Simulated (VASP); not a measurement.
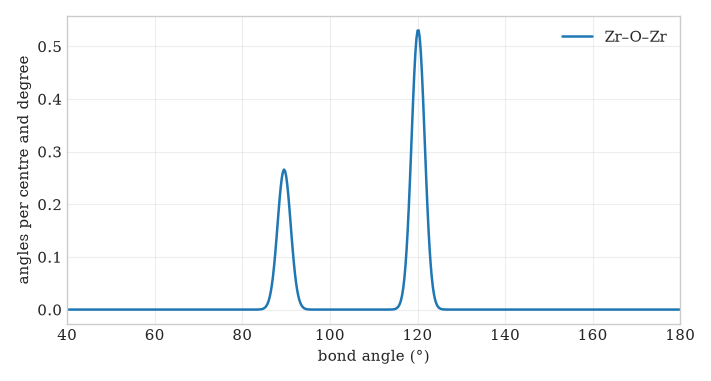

Bond-angle distributions computed from the structure of ZrO4; each angle is a Gaussian of σ = 1.5°. Bonds counted: O–Zr up to 2.94 Å. Basis of the simulation: a model structure set up as the input of an electronic-structure calculation (not necessarily at equilibrium). The cell comes from a structure generator, not from experiment.

**Give the groups of angles for each curve.**

Zr–O–Zr: 90° (1 per centre); 120° (2 per centre)

The structure has space group I4/m (No. 87); other forms of this composition would give other results.
